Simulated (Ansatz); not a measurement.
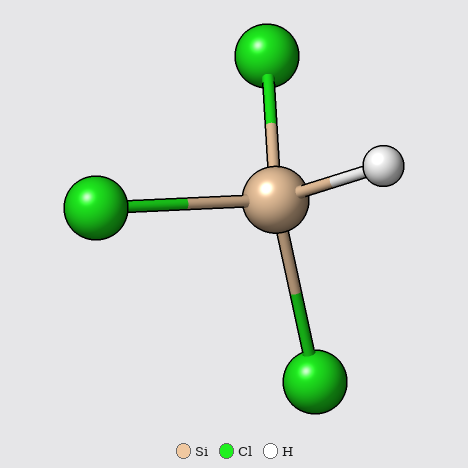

Sticks follow a distance rule. Harmonic vibrations computed with RKS PBE0-D4/def2-TZVP (Ansatz 0.2.0) at a stationary point of the same level.

**How many imaginary frequencies does it have?**

A minimum: no imaginary frequency, and the lowest mode lies at 172 cm⁻¹.

**How many vibrational modes are there, and where do they lie?**

9 modes: 172, 172, 250, 496, 604, 604, 800, 800, 2307 cm⁻¹.
